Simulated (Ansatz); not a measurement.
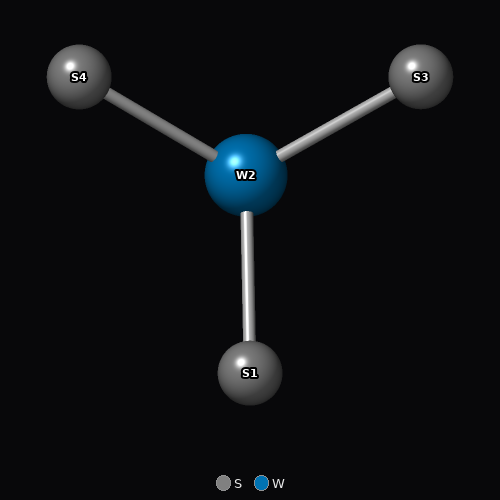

The system is S₃W, SMILES [S]=[W](=[S])=[S]; the picture shows the reference structure. First axis: bond length W2–S3. Second axis: bond length W2–S4. Nothing is relaxed (all other coordinates rigid). The scan uses a 15 × 15 grid; 120 points were computed and 105 follow by symmetry. Energies are in eV, from the lowest grid point. These are results of RKS PBE-D4/def2-TZVP (Ansatz 0.2.0), not measurements.

Its coordinates:

```yaml
atoms:
  - { symbol: S, position_ang: [-0.2385, 0.3474, 1.9828] }
  - { symbol: W, position_ang: [-0.4032, -0.3384, -0.0444] }
  - { symbol: S, position_ang: [1.3976, -1.4127, -0.5024] }
  - { symbol: S, position_ang: [-0.4468, 1.3992, -1.3038] }
```

Range: bond length W2–S3 from 1.889 to 2.683 Å; bond length W2–S4 from 1.889 to 2.683 Å.

Q: What landscape does the calculation give?

A: The lowest grid point is at bond length W2–S3 = 2.172 Å, bond length W2–S4 = 2.172 Å. No other kind of well shows on this grid. The highest grid point, bond length W2–S3 = 2.683 Å, bond length W2–S4 = 2.683 Å, lies 3.93 eV above the lowest. Round the minimum the two coordinates are weakly coupled (coupling 0.07 in units of the two stiffnesses).

```
bond length W2–S4 ↓, bond length W2–S3 →  1.889  1.946  2.002  2.059  2.116  2.172  2.229  2.286  2.343  2.399  2.456  2.513  2.570  2.626  2.683
                                   2.683   2.93   2.39   2.06   1.88   1.82   1.85   1.96   2.13   2.33   2.57   2.83   3.10   3.38   3.65   3.93
                                   2.626   2.68   2.15   1.81   1.62   1.56   1.59   1.70   1.86   2.07   2.30   2.55   2.82   3.10   3.38   3.65
                                   2.570   2.44   1.90   1.56   1.37   1.31   1.33   1.44   1.60   1.80   2.03   2.28   2.55   2.83   3.10   3.38
                                   2.513   2.21   1.66   1.32   1.12   1.05   1.08   1.18   1.33   1.53   1.76   2.01   2.28   2.55   2.82   3.10
                                   2.456   1.98   1.43   1.08   0.88   0.81   0.83   0.92   1.08   1.28   1.50   1.75   2.01   2.28   2.55   2.83
                                   2.399   1.77   1.21   0.86   0.66   0.58   0.59   0.69   0.84   1.03   1.25   1.50   1.76   2.03   2.30   2.57
                                   2.343   1.59   1.03   0.67   0.46   0.37   0.39   0.48   0.62   0.81   1.03   1.28   1.53   1.80   2.07   2.33
                                   2.286   1.44   0.87   0.50   0.29   0.20   0.21   0.29   0.44   0.62   0.84   1.08   1.33   1.60   1.86   2.13
                                   2.229   1.33   0.76   0.39   0.17   0.07   0.07   0.15   0.29   0.48   0.69   0.92   1.18   1.44   1.70   1.96
                                   2.172   1.29   0.71   0.33   0.10   0.00   0.00   0.07   0.21   0.39   0.59   0.83   1.08   1.33   1.59   1.85
                                   2.116   1.32   0.73   0.35   0.12   0.01   0.00   0.07   0.20   0.37   0.58   0.81   1.05   1.31   1.56   1.82
                                   2.059   1.46   0.86   0.47   0.23   0.12   0.10   0.17   0.29   0.46   0.66   0.88   1.12   1.37   1.62   1.88
                                   2.002   1.72   1.12   0.72   0.47   0.35   0.33   0.39   0.50   0.67   0.86   1.08   1.32   1.56   1.81   2.06
                                   1.946   2.14   1.53   1.12   0.86   0.73   0.71   0.76   0.87   1.03   1.21   1.43   1.66   1.90   2.15   2.39
                                   1.889   2.76   2.14   1.72   1.46   1.32   1.29   1.33   1.44   1.59   1.77   1.98   2.21   2.44   2.68   2.93
```

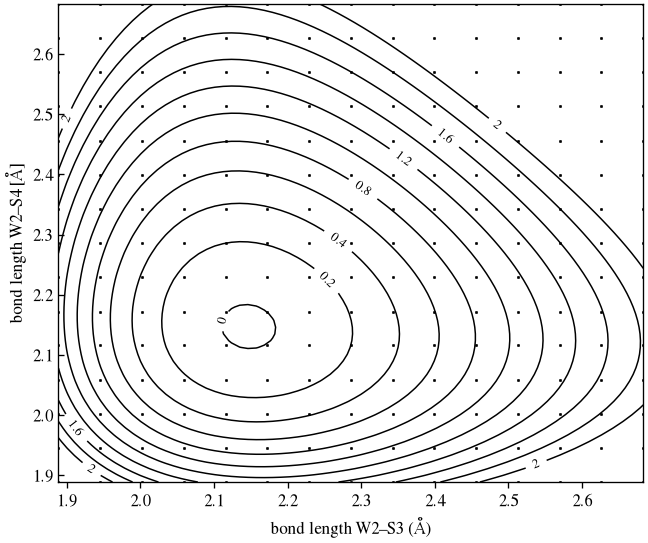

The picture shows contour lines labelled in eV (none above 2), dots at the grid points. Between grid points the surface is interpolated.

Each point was launched as `ansatz run input.yaml --threads 1 --pin off --max-ram 2560MiB --backend cpu --events-out ev --progress --plain --runs-dir out`. The whole map (120 points run) took 38 min on 1 thread of Arm Neoverse N1, on a shared host.
